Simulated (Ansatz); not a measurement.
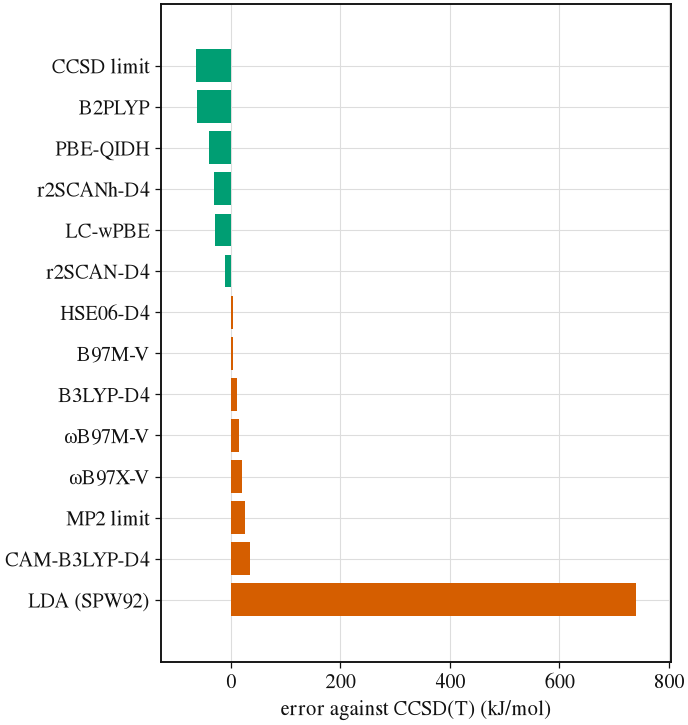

Error in the electronic atomisation energy (method less reference, so positive means overbinding) of C₃H₁₁NSi, SMILES CC(C)N[SiH3]: functionals in def2-TZVPP against frozen-core CCSD(T) at the limit (MP2 extrapolated from triple and quadruple zeta, plus CCSD(T) less MP2 in a smaller set), which gives 5844.6 kJ/mol, at a PBE0-D4/def2-TZVP geometry (a minimum by its frequencies), no zero-point or spin-orbit term, the Ansatz code 0.2.0. The reference leaves out core correlation, a term that grows with the number of heavy atoms. B2PLYP and PBE-QIDH hold a correlation term that converges slowly with the basis, so part of the distance to the limit is basis error. No dispersion term is added to B2PLYP, PBE-QIDH and LC-wPBE. Limit means the basis limit.

### Which of these levels overbind, and which underbind?

Overbind: MP2 limit, CAM-B3LYP-D4 and LDA (SPW92). Underbind: CCSD limit, B2PLYP, PBE-QIDH, r2SCANh-D4 and LC-wPBE. Within 25 kJ/mol of zero, too close to call in view of what the reference leaves out: r2SCAN-D4, HSE06-D4, B97M-V, B3LYP-D4, ωB97M-V and ωB97X-V.

### What range do the values span?

From −64.3 kJ/mol (CCSD limit) to 739.3 kJ/mol (LDA (SPW92)).

Limits of at least one run: one conformer of a flexible molecule.
